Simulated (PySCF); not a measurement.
System: H₂Be, singlet: map of symmetric stretch and bend. Scanned: Be-H bond length and H-Be-H angle.

Cartesian coordinates as functions of the variables (Å; names that start with a are angles):
```
Be  0  0  0
H  r*sin(a/2)  0  r*cos(a/2)
H  -r*sin(a/2)  0  r*cos(a/2)
```

Method: MP2 on RHF/cc-pVTZ in PySCF.

Energy in kJ/mol above the lowest grid point; x is the Be-H bond length (Å), y the H-Be-H angle (°).

```csv
y \ x,1.13,1.20,1.26,1.33,1.40,1.46,1.53,1.60,1.66,1.73,1.80
180,74.4,27.0,6.3,0.0,8.4,24.4,51.0,83.9,115.6,155.5,197.5
170,76.5,29.1,8.4,2.0,10.4,26.4,52.9,85.7,117.4,157.2,199.1
160,83.2,35.6,14.7,8.2,16.4,32.3,58.7,91.2,122.7,162.3,204.0
150,94.6,46.7,25.6,18.8,26.7,42.3,68.4,100.6,131.7,171.0,212.4
140,110.9,62.6,41.2,33.9,41.4,56.7,82.2,113.9,144.7,183.4,224.3
130,132.5,83.7,61.8,54.0,60.9,75.6,100.6,131.6,161.8,199.9,240.0
120,159.8,110.3,87.8,79.4,85.5,99.6,123.8,154.0,183.4,220.6,259.9
110,193.3,143.1,119.9,110.6,115.9,129.2,152.3,181.5,210.1,246.2,284.3
100,233.9,182.9,158.9,148.6,152.7,165.0,187.0,214.9,242.3,277.1,314.0
90,282.2,230.3,205.4,194.0,196.9,208.1,228.6,255.1,281.2,314.5,349.7
80,338.7,286.0,260.3,247.8,249.4,259.4,278.4,303.3,327.9,359.5,392.9
70,403.3,350.3,324.1,310.6,311.2,320.0,337.5,360.8,384.0,413.7,445.4
```

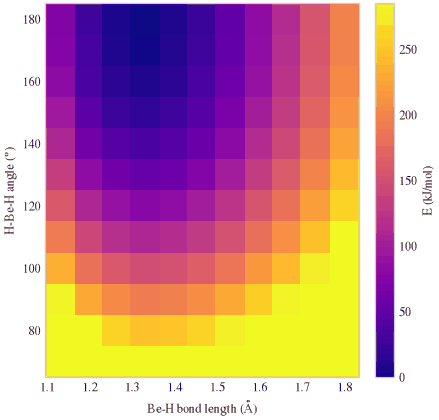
Figure. Energy surface, cut off at 285 kJ/mol.

Points that lie below all their neighbours on the grid: x = 1.33, y = 180 on the edge of the grid (0.0 kJ/mol).
